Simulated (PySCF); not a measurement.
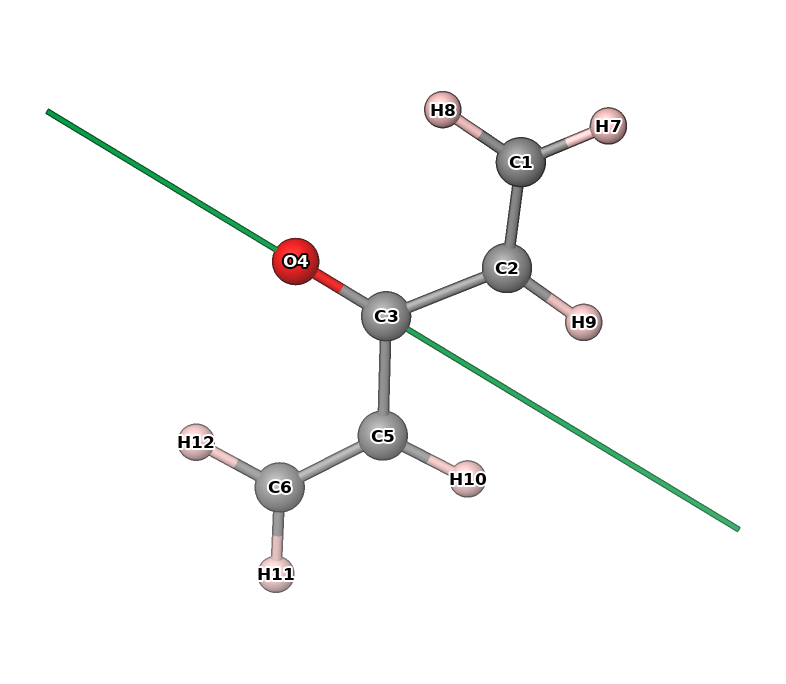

A line through the centre of mass is drawn in. Depth is shown by fading: the farther an atom, the more it takes the colour of the background. The geometry was computed by an optimisation with PBE0-D3(BJ)/def2-TZVP. No frequency run is at hand to confirm it as a minimum.

Q: Is the line a proper rotation axis of the structure, and of what order?

A: Yes, a C2 axis. A turn by 180° leaves C3, O4 in place and moves C1 ↔ C6; C2 ↔ C5; H7 ↔ H11; H8 ↔ H12; H9 ↔ H10. The point group is C2v.
